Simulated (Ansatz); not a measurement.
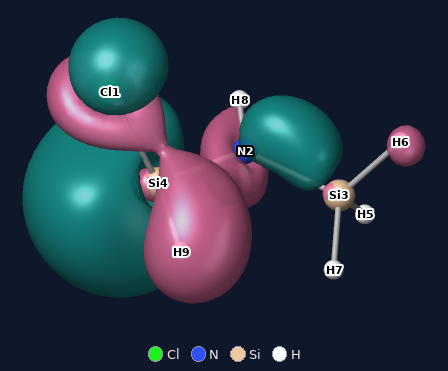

The picture shows: ClH5NSi2 (SMILES [SiH3]N[SiH]Cl) (doublet). The LUMO (β) at ±0.08 Å⁻³ᐟ² (teal and pink are the two phases), seen at a tilt.

Geometry: B3LYP-D3(BJ)/def2-SVP.

These are results of isolated molecule in a Gaussian basis; Kohn-Sham density functional theory, functional PBE0 (Ansatz), not measurements.

| atom | x (Å) | y (Å) | z (Å) |
| --- | --- | --- | --- |
| Cl | 1.3603 | -0.8623 | 3.2308 |
| N | -0.0113 | -2.2847 | 0.7646 |
| Si | -1.3037 | -2.0857 | -0.4073 |
| Si | 1.2971 | -1.2137 | 1.1595 |
| H | -1.2755 | -3.1683 | -1.4340 |
| H | -2.6425 | -2.1163 | 0.2524 |
| H | -1.0967 | -0.7671 | -1.0632 |
| H | -0.0095 | -3.1691 | 1.2729 |
| H | 1.0121 | 0.0792 | 0.4597 |

Q: Describe this orbital and give its energy.

A: Its weight (Hirshfeld) is mainly on Si4 (about 65 %), Cl1 (about 15 %), N2 (about 10 %) and H9 (about 10 %). Its energy is −2.52 eV.
